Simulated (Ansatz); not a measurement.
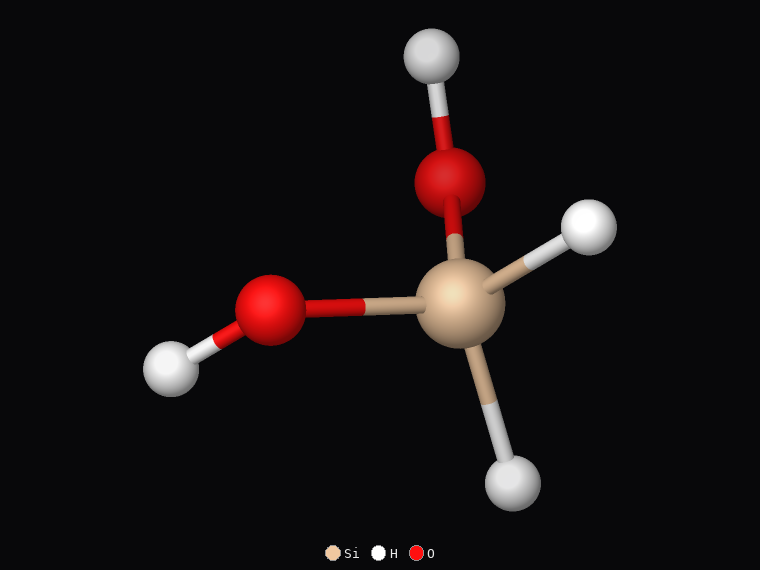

The computed structure is the end point of a PBE0-D4/def2-TZVP optimisation.

**Which formula does it have?**

H4O2Si, 7 atoms: 4 hydrogen, 2 oxygen and 1 silicon.

**Count the bonded pairs by element.**

2 Si–H, 2 O–Si, 2 O–H. Sticks follow a distance rule.

The parts below concern this one geometry. Atoms keep their numbers from picture to picture.

**Symmetry**

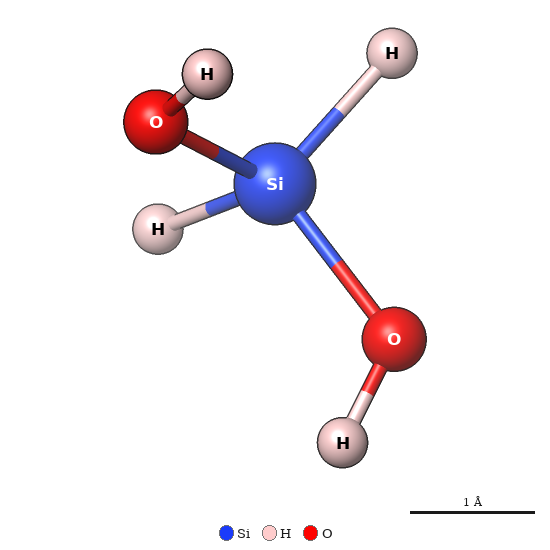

Depth is shown by fading: the farther an atom, the more it takes the colour of the background. Masses are those of the most abundant isotopes; constants are for the rigid equilibrium geometry.

**What kind of rotor is it, and what are its rotational constants in cm⁻¹?**

An asymmetric top (C2): A = 0.784, B = 0.243, C = 0.204 cm⁻¹. Ray's parameter κ is −0.87, close to the prolate limit.

**Charges**

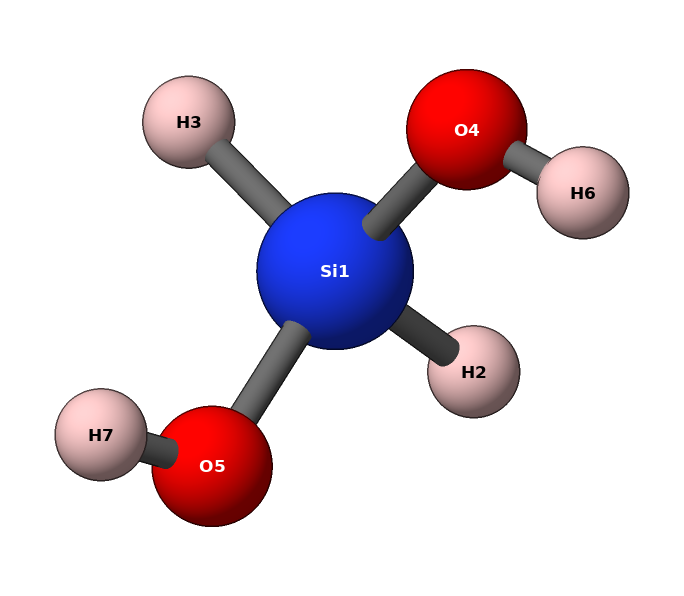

The questions are on Mulliken charges. Method: RKS PBE0-D4/def2-TZVP (Ansatz 0.2.0).

**Which atom carries the highest charge (most positive or least negative)?**

Si1 (0.50 e).

**And the lowest?**

O4, O5 (−0.52 e).

List the Mulliken charges.

| atom | value (e) |
| --- | --- |
| Si1 | 0.50 |
| H2 | −0.06 |
| H3 | −0.06 |
| O4 | −0.52 |
| O5 | −0.52 |
| H6 | 0.33 |
| H7 | 0.33 |

**Thermal motion**

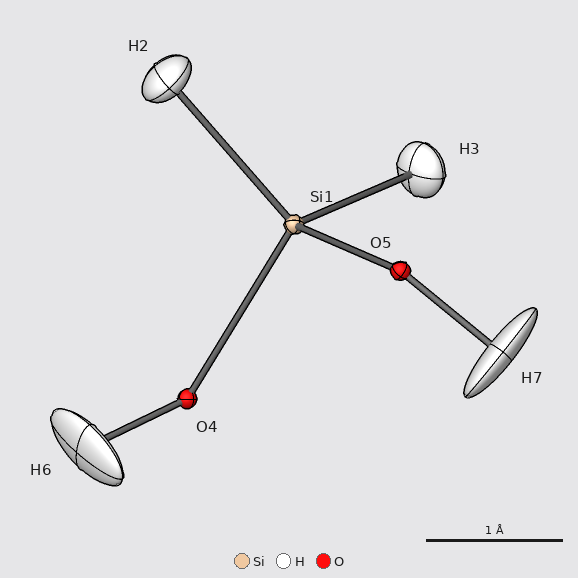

Displacement ellipsoids at the 50 % level, from the internal vibrations of the free molecule (harmonic, no overall translation or rotation; no half-axis is drawn under 0.075 Å). Vibrations computed with RKS PBE0-D4/def2-TZVP (Ansatz 0.2.0). Temperature: 200 K.

**Which atom has the largest mean-square displacement?**

H6, H7, with U_eq = 0.0325 Å².

**Does H7 move more along its bond or across it?**

Across it: the root-mean-square amplitude is 0.066 Å along the bond and up to 0.269 Å across, since bending and torsion are softer than stretching.

List U_eq and the three principal root-mean-square amplitudes for each kind of atom.

| atom | U_eq (Å²) | rms amplitudes (Å) |
| --- | --- | --- |
| Si1 | 0.00045 | 0.015, 0.018, 0.028 |
| H2, H3 | 0.0151 | 0.086, 0.136, 0.140 |
| O4, O5 | 0.00090 | 0.015, 0.027, 0.042 |
| H6, H7 | 0.0325 | 0.066, 0.143, 0.269 |

**Vibrations**

Harmonic vibrations computed with RKS PBE0-D4/def2-TZVP (Ansatz 0.2.0) at a stationary point of the same level.

**List the wavenumbers.**

15 modes: 248, 284, 367, 618, 750, 823, 873, 887, 924, 967, 970, 2250, 2251, 3920, 3922 cm⁻¹.

Mulliken values depend strongly on the basis set and can even reverse the polarity of a bond.
